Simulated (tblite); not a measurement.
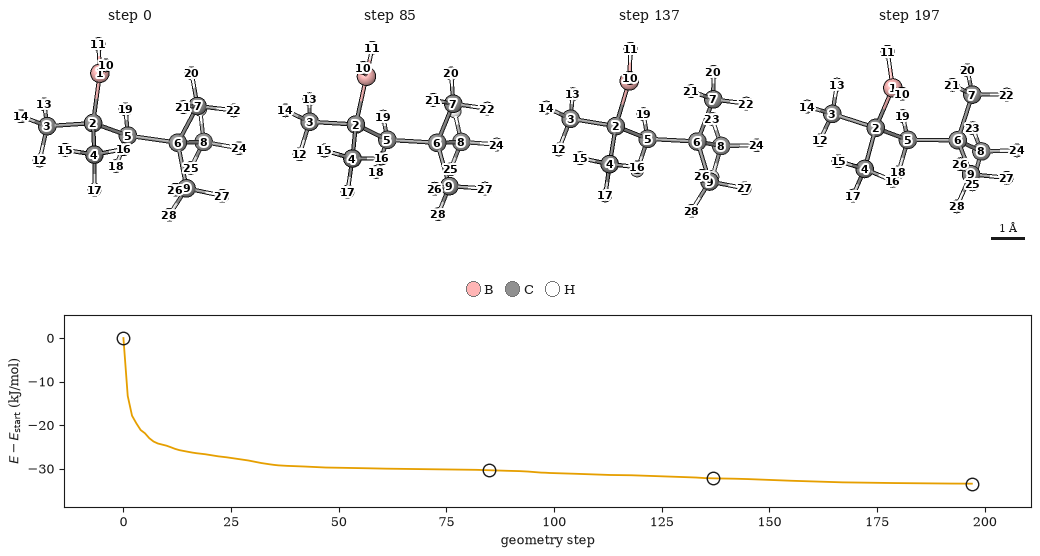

Frames of a relaxation of C8H19B, marked on the history of the run. A ball-and-stick model, seen at a tilt.

Computed with tblite 0.8.0, GFN2-xTB geometry optimisation, gas phase. 

### Describe the path.

Over 197 geometry steps the energy falls by 33.4 kJ/mol. The atom that moves furthest after the best rigid fit is H16 (1.10 Å). By element the largest moves are H 1.10 Å, B 0.75 Å, C 0.61 Å. Among the contacts that change: C4–H16 1.121 → 1.084 Å, C3–H14 1.118 → 1.088 Å, C5–C6 1.565 → 1.538 Å, C3–H12 1.113 → 1.090 Å. Among the angles between lasting bonds that change: C2–C5–C6 122.5° → 118.8°, C5–C6–C7 113.2° → 109.6°, H18–C5–H19 104.3° → 107.1°. Groups turn about C2–C5 by about 30°. The run took 1.4 s on 1 thread of Arm Neoverse V2, on a shared host. From step 0 to 85: H11 moves most (0.44 Å), energy −30.3 kJ/mol. From step 85 to 137: H26 moves most (0.50 Å), energy −1.86 kJ/mol. From step 137 to 197: H10 moves most (0.62 Å), energy −1.22 kJ/mol.

```json
{"step": "0", "E − E(0), kJ/mol": "0.00"}
{"step": "1", "E − E(0), kJ/mol": "-13.29"}
{"step": "2", "E − E(0), kJ/mol": "-17.82"}
{"step": "3", "E − E(0), kJ/mol": "-19.57"}
{"step": "4", "E − E(0), kJ/mol": "-21.11"}
{"step": "5", "E − E(0), kJ/mol": "-21.86"}
{"step": "6", "E − E(0), kJ/mol": "-22.98"}
{"step": "7", "E − E(0), kJ/mol": "-23.75"}
{"step": "8", "E − E(0), kJ/mol": "-24.21"}
{"step": "9", "E − E(0), kJ/mol": "-24.44"}
{"step": "10", "E − E(0), kJ/mol": "-24.71"}
{"step": "20", "E − E(0), kJ/mol": "-26.82"}
{"step": "30", "E − E(0), kJ/mol": "-28.30"}
{"step": "40", "E − E(0), kJ/mol": "-29.40"}
{"step": "49", "E − E(0), kJ/mol": "-29.76"}
{"step": "59", "E − E(0), kJ/mol": "-29.95"}
{"step": "69", "E − E(0), kJ/mol": "-30.07"}
{"step": "79", "E − E(0), kJ/mol": "-30.19"}
{"step": "89", "E − E(0), kJ/mol": "-30.47"}
{"step": "99", "E − E(0), kJ/mol": "-30.97"}
{"step": "108", "E − E(0), kJ/mol": "-31.26"}
{"step": "118", "E − E(0), kJ/mol": "-31.50"}
{"step": "128", "E − E(0), kJ/mol": "-31.84"}
{"step": "138", "E − E(0), kJ/mol": "-32.21"}
{"step": "148", "E − E(0), kJ/mol": "-32.49"}
{"step": "158", "E − E(0), kJ/mol": "-32.84"}
{"step": "167", "E − E(0), kJ/mol": "-33.12"}
{"step": "177", "E − E(0), kJ/mol": "-33.26"}
{"step": "187", "E − E(0), kJ/mol": "-33.36"}
{"step": "197", "E − E(0), kJ/mol": "-33.43"}
```
